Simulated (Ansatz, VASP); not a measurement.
# PbO2: VASP beside Ansatz

Aim: how closely do two programs agree when they are given the same cell, functional and k mesh? The cell comes out of earlier VASP steps on this material, which relaxed, scaled or displaced it; both programs get it as it stands.

Method: plane waves, with VASP 6.6.1 beside it; zone-centre phonons at PBE with D4, in Ansatz 0.2.0.

## Step 1: The structure

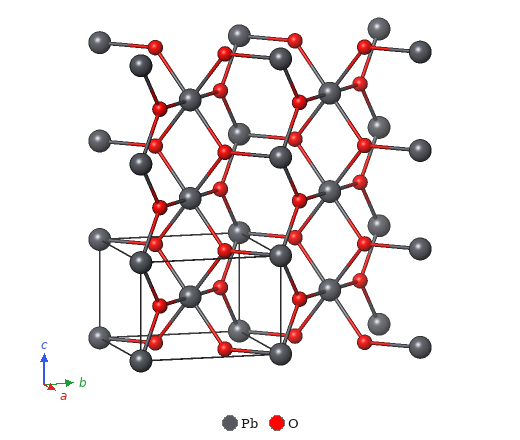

The starting structure, seen slightly off an axis (lead dark grey, oxygen red). 1×2×3 cells are drawn. Some periodic images of atoms are drawn too.

Coordinates:

```cif
data_structure
_symmetry_space_group_name_H-M 'P4_2/mnm'
_symmetry_Int_Tables_number 136
_cell_length_a 5.0234
_cell_length_b 5.0234
_cell_length_c 3.4427
_cell_angle_alpha 90.000
_cell_angle_beta 90.000
_cell_angle_gamma 90.000
_cell_volume 86.87
loop_
_atom_site_label
_atom_site_type_symbol
_atom_site_symmetry_multiplicity
_atom_site_Wyckoff_symbol
_atom_site_fract_x
_atom_site_fract_y
_atom_site_fract_z
_atom_site_occupancy
Pb1 Pb 2 a 0.50000 0.50000 0.50000 1
O1 O 4 f 0.69266 0.69266 0.00000 1
```

## Step 2: VASP: zone-centre phonons, PBE with D4

Second derivatives magnify differences that forces hide, and they need a tight electronic threshold.

Lines of VASP's logs that name or quote its potential files are left out, and so is its time.

File INCAR:

```
SYSTEM = PbO2
PREC = Accurate
ENCUT = 520
EDIFF = 1E-08
NELM = 100
ISMEAR = 1
SIGMA = 0.2
LREAL = .FALSE.
ALGO = Normal
GGA = PE
IVDW = 13
NBANDS = 32
LORBIT = 11
LWAVE = .FALSE.
LCHARG = .FALSE.
KPAR = 2
IBRION = 6
NFREE = 2
POTIM = 0.015
ISIF = 2
NSW = 1
```

File POSCAR:

```
PbO2
1.0
    5.0233850701      0.0000000000      0.0000000000
    0.0000000000      5.0233850701      0.0000000000
    0.0000000000      0.0000000000      3.4426785640
Pb O
2 4
Direct
    0.5000000000      0.5000000000      0.5000000000
    0.0000000000      0.0000000000      0.0000000000
    0.6926567864      0.6926567864      0.0000000000
    0.8073432136      0.1926567864      0.5000000000
    0.1926567864      0.8073432136      0.5000000000
    0.3073432136      0.3073432136      0.0000000000
```

File KPOINTS:

```
Automatic mesh
0
Gamma
6 6 9
0 0 0
```

PAW data sets: Pb_d and O (PBE family, release 64).

On the command line:

```
$ mpirun -np 2 vasp_std
```

Numbers of over 12 decimals in the logs are rounded to 6 here.

What it wrote:

```text
[banner, memory and clock lines left out]
running    2 mpi-ranks, on    1 nodes
 distrk:  each k-point on    1 cores,    2 groups
 distr:  one band on    1 cores,    1 groups

 POSCAR found type information on POSCAR PbO
 POSCAR found :  2 types and       6 ions
 LDA part: xc-table for (Slater+PW92), standard interpolation
 POSCAR, INCAR and KPOINTS ok, starting setup
 FFT: planning ... GRIDC
 FFT: planning ... GRID_SOFT
 FFT: planning ... GRID
 WAVECAR not read
 entering main loop
       N       E                     dE             d eps       ncg     rms          rms(c)
DAV:   1     0.680296004136E+03    0.68030E+03   -0.26396E+04  3200   0.195E+03
DAV:   2     0.518274910655E+02   -0.62847E+03   -0.60400E+03  3552   0.535E+02
DAV:   3    -0.339520016260E+02   -0.85779E+02   -0.83984E+02  4104   0.218E+02
DAV:   4    -0.373906295671E+02   -0.34386E+01   -0.34270E+01  3880   0.481E+01
DAV:   5    -0.375423193664E+02   -0.15169E+00   -0.15166E+00  4400   0.932E+00    0.140E+01
DAV:   6    -0.318535245415E+02    0.56888E+01   -0.23874E+01  5048   0.549E+01    0.460E+00
DAV:   7    -0.318673688625E+02   -0.13844E-01   -0.17442E+00  3904   0.105E+01    0.275E+00
DAV:   8    -0.318622114500E+02    0.51574E-02   -0.45527E-01  5016   0.641E+00    0.120E+00
DAV:   9    -0.318331709530E+02    0.29040E-01   -0.11031E-01  5240   0.412E+00    0.137E-01
DAV:  10    -0.318349066731E+02   -0.17357E-02   -0.10823E-02  3688   0.604E-01    0.119E-01
DAV:  11    -0.318348668803E+02    0.39793E-04   -0.33686E-04  5024   0.203E-01    0.467E-02
DAV:  12    -0.318348490771E+02    0.17803E-04   -0.69140E-05  4240   0.546E-02    0.127E-02
DAV:  13    -0.318348481087E+02    0.96835E-06   -0.65055E-06  4816   0.237E-02    0.240E-03
DAV:  14    -0.318348478202E+02    0.28849E-06   -0.12964E-06  5080   0.161E-02    0.202E-03
DAV:  15    -0.318348479707E+02   -0.15046E-06   -0.19930E-07  4048   0.349E-03    0.671E-04
DAV:  16    -0.318348481670E+02   -0.19627E-06   -0.11532E-08  2640   0.120E-03    0.235E-04
DAV:  17    -0.318348482267E+02   -0.59761E-07   -0.18466E-08  2800   0.901E-04    0.128E-04
DAV:  18    -0.318348482177E+02    0.90340E-08   -0.24707E-09  2248   0.614E-04
   1 F= -.33355390E+02 E0= -.33359048E+02  d E =0.109756E-01
[... from here on, the cycles between the ionic steps are left out ...]
   2 F= -.33353599E+02 E0= -.33357269E+02  d E =0.110078E-01
   3 F= -.33353599E+02 E0= -.33357269E+02  d E =0.110078E-01
   4 F= -.33353879E+02 E0= -.33357539E+02  d E =0.109794E-01
   5 F= -.33353879E+02 E0= -.33357539E+02  d E =0.109794E-01
   6 F= -.33354384E+02 E0= -.33358046E+02  d E =0.109843E-01
   7 F= -.33354510E+02 E0= -.33358171E+02  d E =0.109833E-01
   8 F= -.33354443E+02 E0= -.33358101E+02  d E =0.109745E-01
 Finite differences progress:
  Degree of freedom:   4/  4
  Displacement:        1/  2
  Total:               7/  8
 bond charge predicted
       N       E                     dE             d eps       ncg     rms          rms(c)
DAV:   1    -0.318285989902E+02    0.52980E-02   -0.36100E+00  6672   0.103E+01    0.241E-01
DAV:   2    -0.318342146301E+02   -0.56156E-02   -0.62266E-02  7760   0.164E+00    0.142E-01
DAV:   3    -0.318339477444E+02    0.26689E-03   -0.16061E-03  7864   0.295E-01    0.703E-02
DAV:   4    -0.318338895370E+02    0.58207E-04   -0.40990E-04  7880   0.160E-01    0.185E-02
DAV:   5    -0.318338973401E+02   -0.78031E-05   -0.89782E-05  6936   0.639E-02    0.151E-02
DAV:   6    -0.318338970079E+02    0.33212E-06   -0.33541E-06  8416   0.152E-02    0.607E-03
DAV:   7    -0.318338969467E+02    0.61268E-07   -0.15140E-06  7168   0.953E-03    0.991E-04
DAV:   8    -0.318338969843E+02   -0.37613E-07   -0.27147E-07  7624   0.349E-03    0.683E-04
DAV:   9    -0.318338970063E+02   -0.22039E-07   -0.27358E-08  6096   0.136E-03    0.379E-04
DAV:  10    -0.318338970173E+02   -0.10953E-07   -0.54066E-09  4632   0.723E-04    0.110E-04
DAV:  11    -0.318338970177E+02   -0.40927E-09   -0.19318E-09  4016   0.491E-04
   9 F= -.33354443E+02 E0= -.33358101E+02  d E =0.109745E-01
 Finite differences progress:
  Degree of freedom:   4/  4
  Displacement:        2/  2
  Total:               8/  8
```

OUTCAR, selected parts (step 2):

```text
ion  position               nearest neighbor table
   1  0.500  0.500  0.500-   4 2.18   5 2.18   3 2.20   6 2.20   3 2.20   6 2.20   2 3.95   2 3.95
                             2 3.95   2 3.95   2 3.95   2 3.95   2 3.95   2 3.95
   2  0.000  0.000  0.000-   3 2.18   6 2.18   5 2.20   4 2.20   4 2.20   5 2.20   1 3.95   1 3.95
                             1 3.95   1 3.95   1 3.95   1 3.95   1 3.95   1 3.95
   3  0.693  0.693  0.000-   2 2.18   1 2.20   1 2.20
   4  0.807  0.193  0.500-   1 2.18   2 2.20   2 2.20
   5  0.193  0.807  0.500-   1 2.18   2 2.20   2 2.20
   6  0.307  0.307  0.000-   2 2.18   1 2.20   1 2.20

  LATTYP: Found a simple tetragonal cell.
 ALAT       =     5.0233850701
 C/A-ratio  =     0.6853304129

 Subroutine GETGRP returns: Found 16 space group operations
 (whereof  8 operations were pure point group operations)

The static configuration has the point symmetry D_2h.
 The point group associated with its full space group is D_4h.

 Found     50 irreducible k-points:

   k-points           NKPTS =     50   k-points in BZ     NKDIM =     50   number of bands    NBANDS=     32

   dimension x,y,z NGX =    40 NGY =   40 NGZ =   28
   dimension x,y,z NGXF=    80 NGYF=   80 NGZF=   56

   ENCUT  =  520.0 eV  38.22 Ry    6.18 a.u.   9.34  9.34  6.40*2*pi/ulx,y,z

   NELECT =      52.0000    total number of electrons

 k-points in reciprocal lattice and weights: Automatic mesh
   0.00000000  0.00000000  0.00000000       0.003
   0.16666667  0.00000000  0.00000000       0.012
   0.33333333  0.00000000  0.00000000       0.012
   0.50000000  0.00000000  0.00000000       0.006
   0.16666667  0.16666667  0.00000000       0.012
   0.33333333  0.16666667  0.00000000       0.025
   0.50000000  0.16666667  0.00000000       0.012
   0.33333333  0.33333333  0.00000000       0.012
   0.50000000  0.33333333  0.00000000       0.012
[...]
0.50000000  0.33333333  0.44444444       0.025
   0.50000000  0.50000000  0.44444444       0.006

 average (electrostatic) potential at core
       1 -91.6142       2 -91.6142       3 -69.8754       4 -69.8755       5 -69.8755
       6 -69.8756

 E-fermi :   3.9523

 k-point     1 :       0.0000    0.0000    0.0000
  band No.  band energies     occupation
    ...
     22       3.2396      2.00001
     23       3.3349      2.00011
     24       3.3353      2.00012
     25       3.4130      2.00092
     26       3.4134      2.00093
     27       4.0682      0.17845
     28       7.9987      0.00000
     29       9.7534      0.00000
     30       9.7535      0.00000
     31      13.5880      0.00000
    ...

 k-point     2 :       0.1667    0.0000    0.0000
  band No.  band energies     occupation
    ...
     23       3.3214      2.00008
     24       3.3294      2.00010
     25       3.4418      2.00183
     26       3.9057      1.38280
     27       4.0012      0.59935
     28       7.7845     -0.00000
     29       9.8658      0.00000
     30       9.9058      0.00000
     31      13.5315      0.00000
     32      13.9127      0.00000

[...]
3.47948      3.47948     -0.01500        -0.001851     -0.001851      0.126381
      4.05560      0.96779      1.72134         0.004345     -0.004344     -0.017350
      0.96779      4.05560      1.72134        -0.004344      0.004345     -0.017350
      1.54390      1.54390      0.00000         0.004448      0.004448      0.009895
 -----------------------------------------------------------------------------------
    total drift:                                0.000055      0.000054     -0.000377

  FREE ENERGIE OF THE ION-ELECTRON SYSTEM (eV)
  ---------------------------------------------------
  free  energy   TOTEN  =       -33.3544428667 eV

  energy  without entropy=      -33.3654173218  energy(sigma->0) =      -33.35810102

 Eigenvectors and eigenvalues of the dynamical matrix
 ----------------------------------------------------

   1 f  =   18.169841 THz   114.164480 2PiTHz  606.080669 cm-1    75.144392 meV
             X         Y         Z           dx          dy          dz
      2.511693  2.511693  1.721339    -0.000000   -0.000000    0.000000
      0.000000  0.000000  0.000000    -0.000000   -0.000000   -0.000000
      3.479482  3.479482  0.000000    -0.353553   -0.353553   -0.000000
      4.055596  0.967789  1.721339    -0.353553    0.353553    0.000000
      0.967789  4.055596  1.721339     0.353553   -0.353553    0.000000
      1.543903  1.543903  0.000000     0.353553    0.353553    0.000000

   2 f  =   14.906951 THz    93.663137 2PiTHz  497.242372 cm-1    61.650169 meV
             X         Y         Z           dx          dy          dz
      2.511693  2.511693  1.721339     0.000000    0.000000   -0.000000
      0.000000  0.000000  0.000000     0.000000    0.000000    0.000000
      3.479482  3.479482  0.000000     0.353553    0.353553    0.000000
      4.055596  0.967789  1.721339    -0.353553    0.353553   -0.000000
      0.967789  4.055596  1.721339     0.353553   -0.353553   -0.000000
      1.543903  1.543903  0.000000    -0.353553   -0.353553    0.000000

   3 f  =   14.275216 THz    89.693827 2PiTHz  476.169951 cm-1    59.037523 meV
             X         Y         Z           dx          dy          dz
      2.511693  2.511693  1.721339     0.147367    0.087688   -0.000000
      0.000000  0.000000  0.000000     0.130144    0.053942    0.000000
      3.479482  3.479482  0.000000    -0.430863   -0.482758    0.000000
      4.055596  0.967789  1.721339    -0.068054    0.228131   -0.000000
      0.967789  4.055596  1.721339    -0.068054    0.228131   -0.000000
      1.543903  1.543903  0.000000    -0.430863   -0.482758    0.000000

   4 f  =   14.275216 THz    89.693827 2PiTHz  476.169951 cm-1    59.037523 meV
             X         Y         Z           dx          dy          dz
      2.511693  2.511693  1.721339    -0.053942    0.130144   -0.000000
      0.000000  0.000000  0.000000    -0.087688    0.147367    0.000000
      3.479482  3.479482  0.000000    -0.228131   -0.068054    0.000000
      4.055596  0.967789  1.721339     0.482758   -0.430863    0.000000
      0.967789  4.055596  1.721339     0.482758   -0.430863   -0.000000
      1.543903  1.543903  0.000000    -0.228131   -0.068054    0.000000

   5 f  =   13.541493 THz    85.083710 2PiTHz  451.695587 cm-1    56.003090 meV
             X         Y         Z           dx          dy          dz
      2.511693  2.511693  1.721339    -0.000000   -0.000000   -0.161402
      0.000000  0.000000  0.000000    -0.000000   -0.000000    0.161402
      3.479482  3.479482  0.000000     0.000000    0.000000    0.486801
      4.055596  0.967789  1.721339     0.000000   -0.000000   -0.486801
      0.967789  4.055596  1.721339    -0.000000    0.000000   -0.486801
      1.543903  1.543903  0.000000     0.000000    0.000000    0.486801

   6 f  =   10.929613 THz    68.672786 2PiTHz  364.572657 cm-1    45.201228 meV
             X         Y         Z           dx          dy          dz
      2.511693  2.511693  1.721339     0.000000    0.000000    0.258826
      0.000000  0.000000  0.000000     0.000000   -0.000000    0.258826
      3.479482  3.479482  0.000000    -0.000000   -0.000000   -0.465300
      4.055596  0.967789  1.721339     0.000000    0.000000   -0.465300
      0.967789  4.055596  1.721339    -0.000000   -0.000000   -0.465300
      1.543903  1.543903  0.000000    -0.000000   -0.000000   -0.465300

   7 f  =   10.891699 THz    68.434564 2PiTHz  363.307977 cm-1    45.044428 meV
             X         Y         Z           dx          dy          dz
      2.511693  2.511693  1.721339    -0.000000   -0.000000    0.000000
      0.000000  0.000000  0.000000    -0.000000   -0.000000    0.000000
      3.479482  3.479482  0.000000     0.000000    0.000000    0.707106
      4.055596  0.967789  1.721339    -0.000000   -0.000000   -0.000638
      0.967789  4.055596  1.721339     0.000000   -0.000000    0.000638
      1.543903  1.543903  0.000000     0.000000    0.000000   -0.707106

   8 f  =   10.891699 THz    68.434564 2PiTHz  363.307977 cm-1    45.044428 meV
             X         Y         Z           dx          dy          dz
      2.511693  2.511693  1.721339    -0.000000    0.000000   -0.000000
      0.000000  0.000000  0.000000    -0.000000    0.000000   -0.000000
      3.479482  3.479482  0.000000    -0.000000   -0.000000   -0.000638
      4.055596  0.967789  1.721339     0.000000   -0.000000   -0.707106
      0.967789  4.055596  1.721339     0.000000   -0.000000    0.707106
      1.543903  1.543903  0.000000     0.000000    0.000000    0.000638

   9 f  =    7.660674 THz    48.133436 2PiTHz  255.532587 cm-1    31.681989 meV
             X         Y         Z           dx          dy          dz
      2.511693  2.511693  1.721339     0.000000   -0.000000    0.000000
      0.000000  0.000000  0.000000    -0.000000   -0.000000    0.000000
      3.479482  3.479482  0.000000     0.353553   -0.353553    0.000000
      4.055596  0.967789  1.721339     0.353553    0.353553   -0.000000
      0.967789  4.055596  1.721339    -0.353553   -0.353553    0.000000
      1.543903  1.543903  0.000000    -0.353553    0.353553    0.000000

  10 f  =    5.201326 THz    32.680897 2PiTHz  173.497573 cm-1    21.510948 meV
             X         Y         Z           dx          dy          dz
      2.511693  2.511693  1.721339     0.303899    0.557156    0.000000
      0.000000  0.000000  0.000000    -0.400601   -0.615264   -0.000000
      3.479482  3.479482  0.000000     0.052813   -0.004272   -0.000000
      4.055596  0.967789  1.721339     0.120539    0.108438   -0.000000
      0.967789  4.055596  1.721339     0.120539    0.108438    0.000000
      1.543903  1.543903  0.000000     0.052813   -0.004272   -0.000000

  11 f  =    5.201326 THz    32.680897 2PiTHz  173.497573 cm-1    21.510948 meV
             X         Y         Z           dx          dy          dz
      2.511693  2.511693  1.721339     0.615264   -0.400601    0.000000
      0.000000  0.000000  0.000000    -0.557156    0.303899    0.000000
      3.479482  3.479482  0.000000    -0.108438    0.120539    0.000000
      4.055596  0.967789  1.721339     0.004272    0.052813   -0.000000
      0.967789  4.055596  1.721339     0.004272    0.052813    0.000000
      1.543903  1.543903  0.000000    -0.108438    0.120539    0.000000

  12 f  =    3.746340 THz    23.538945 2PiTHz  124.964435 cm-1    15.493608 meV
             X         Y         Z           dx          dy          dz
      2.511693  2.511693  1.721339    -0.034745   -0.005561   -0.000000
      0.000000  0.000000  0.000000    -0.267638    0.265432    0.000000
      3.479482  3.479482  0.000000     0.462677   -0.455914   -0.000000
      4.055596  0.967789  1.721339     0.079445   -0.009989   -0.000000
      0.967789  4.055596  1.721339     0.079445   -0.009989   -0.000000
      1.543903  1.543903  0.000000     0.462677   -0.455914   -0.000000

  13 f  =    3.746340 THz    23.538945 2PiTHz  124.964435 cm-1    15.493608 meV
             X         Y         Z           dx          dy          dz
      2.511693  2.511693  1.721339    -0.265432   -0.267638    0.000000
      0.000000  0.000000  0.000000     0.005561   -0.034745    0.000000
      3.479482  3.479482  0.000000     0.009989    0.079445   -0.000000
      4.055596  0.967789  1.721339     0.455914    0.462677    0.000000
      0.967789  4.055596  1.721339     0.455914    0.462677    0.000000
      1.543903  1.543903  0.000000     0.009989    0.079445    0.000000
    [... 42 further lines ...]
      4.055596  0.967789  1.721339     0.353553    0.353553    0.000000
      0.967789  4.055596  1.721339    -0.353553   -0.353553    0.000000
      1.543903  1.543903  0.000000     0.353553   -0.353553    0.000000

 ELASTIC MODULI CONTR FROM IONIC RELAXATION (kBar)
 Direction    XX          YY          ZZ          XY          YZ          ZX
 --------------------------------------------------------------------------------
 XX         -10.3409    -10.3409    -22.5972      0.0000      0.0000     -0.0000
 YY         -10.3409    -10.3409    -22.5972      0.0000      0.0000     -0.0000
 ZZ         -22.5972    -22.5972    -49.3798      0.0000      0.0000     -0.0000
 XY          -0.0000      0.0000     -0.0000    -24.2472      0.0000     -0.0000
 YZ           0.0000      0.0000      0.0000      0.0000    -70.6292      0.0000
 ZX          -0.0000     -0.0000     -0.0000     -0.0000      0.0000    -70.6292
 --------------------------------------------------------------------------------

 total charge
# of ion       s       p       d       tot
------------------------------------------
    1        1.046   0.753  10.019  11.818
    2        1.046   0.753  10.019  11.818
    3        1.580   3.378   0.000   4.958
    4        1.580   3.378   0.000   4.958
    5        1.580   3.378   0.000   4.958
    6        1.580   3.378   0.000   4.958
--------------------------------------------------
tot          8.410  15.017  20.039  43.466
```

CONTCAR:

```
PbO2
   1.00000000000000
     5.0233850700999998    0.0000000000000000    0.0000000000000000
     0.0000000000000000    5.0233850700999998    0.0000000000000000
     0.0000000000000000    0.0000000000000000    3.4426785639999999
  Pb              O
     2     4
Direct
     0.5000000000000000    0.5000000000000000    0.5000000000000000
     0.0000000000000000    0.0000000000000000    0.0000000000000000
     0.6926567864000006    0.6926567864000006   -0.0043570724716663
     0.8073432135999994    0.1926567864000006    0.5000000000000000
     0.1926567864000006    0.8073432135999994    0.5000000000000000
     0.3073432135999994    0.3073432135999994    0.0000000000000000
```

(Continued in part 2 of 2.)

[Lines on the potential files, build, host, timing and source positions are cut from VASP's logs without a mark.]

[Logs are printed without paths, hosts, clocks, repeated set-up lines and the standing remarks that a program may print on its own settings, such as how far it seeks lower states.]

[Hosts, paths, dates, database ids (printed as entryN), source tags and the programs' standing remarks are cut or masked in the printed files.]
